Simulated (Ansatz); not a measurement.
**CH₆OSn···H₂: density, localisation and related maps**

Input file:

```
crystal:
  periodic: [false, false, false]
  atoms:
    - { symbol: Sn, position_ang: [-0.710162, 1.12, -0.610014] }
    - { symbol: H, position_ang: [-1.896615, -1.630159, -0.855847] }
    - { symbol: H, position_ang: [-1.175099, 0.919482, -2.242446] }
    - { symbol: H, position_ang: [-2.020124, 0.991865, 0.497861] }
    - { symbol: H, position_ang: [0.178151, 2.570806, -0.330713] }
    - { symbol: H, position_ang: [-1.206048, -1.680197, -0.727956] }
    - { symbol: O, position_ang: [0.614287, -0.392319, -0.288912] }
    - { symbol: C, position_ang: [1.378084, -0.450607, 0.888249] }
    - { symbol: H, position_ang: [2.225596, -1.147049, 0.727427] }
    - { symbol: H, position_ang: [0.796297, -0.830998, 1.757936] }
    - { symbol: H, position_ang: [1.815732, 0.529076, 1.184515] }
basis:
  gaussian: { orbitals: def2-SVP }
hamiltonian:
  xc: b3lyp
relax:
  f_tol: 0.03
  max_steps: 50
output:
  orbitals: {}
```

Command:

```sh
ansatz run input.yaml --threads 2 --pin off --max-ram 3072MiB --backend cpu --events-out ev --progress --plain --runs-dir out
```

The fields are those of the relaxed geometry.

Core potentials replace the inner electrons of Sn.

These are results of RKS B3LYP/def2-SVP in Ansatz 0.2.0, not measurements.

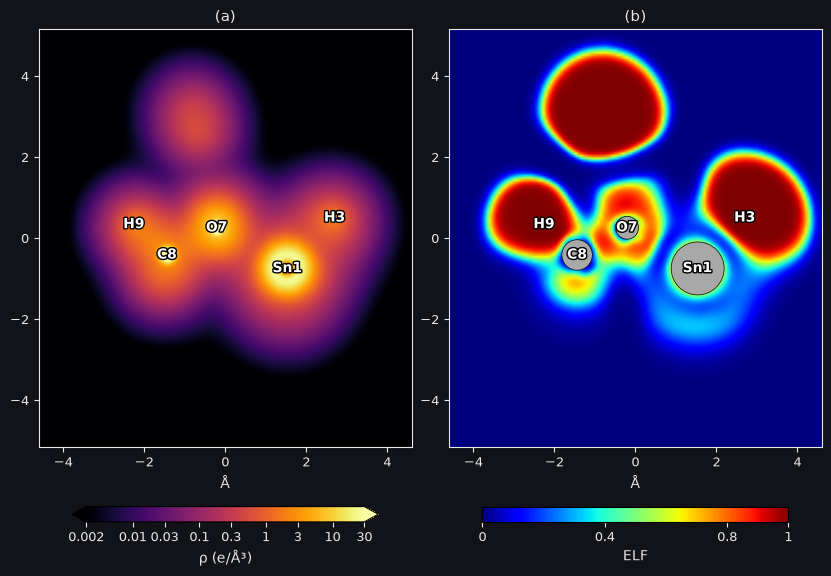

Figure 1. (a) electron density; (b) electron localisation function on the plane of atoms H3, Sn1 and O7. Grey discs cover the atomic cores in the ELF map.

Describe what can be read from this map.

The section cuts through Sn, H, O and C sites.
C–O (1.41 Å): the density is about 2.1 e/Å³ at the midpoint, with its minimum of 1.7 e/Å³ about 0.5 Å from C; the ELF peaks at about 0.90 between the atoms (a polar covalent bond).
Sn–O (2.01 Å): ρ at the midpoint is about 0.68 e/Å³; the ELF peaks at about 0.85 in the valence shell of O, 0.6 Å from its nucleus, and drops to about 0.15 between the two atoms.
C–H (1.10 Å): ρ is about 2 e/Å³ halfway; the ELF climbs to about 1 towards the hydrogen, as it does in any bond to H: an ordinary covalent bond to hydrogen.
Sn–H (1.71 Å): ρ is about 1.1 e/Å³ halfway; the ELF climbs to about 1 towards the hydrogen.
The ELF also peaks beside O7, away from the bonds: lone-pair regions.

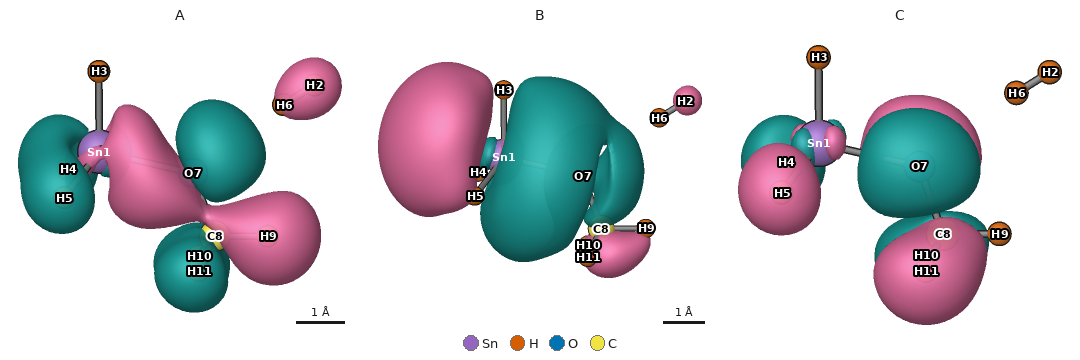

Figure 2. Three frontier orbitals at ±0.06 Å⁻³ᐟ² (teal and pink are the two phases), in no order.

Order the three orbitals by energy and name them.

A is the HOMO−1 (−7.69 eV). Its weight (Hirshfeld) is mainly on O7 (about 55 %), C8 (about 15 %), Sn1 (about 10 %) and H9 (about 10 %). C is the HOMO (−7.11 eV). By Hirshfeld shares it lies mainly on O7 (about 65 %), C8 (about 10 %), Sn1 (about 5 %), H11 (about 5 %) and H10 (about 5 %). B is the LUMO (−0.52 eV). Its weight (Hirshfeld) is mainly on Sn1 (about 60 %) and O7 (about 15 %).

What is the HOMO–LUMO gap?

6.59 eV between the orbital energies.
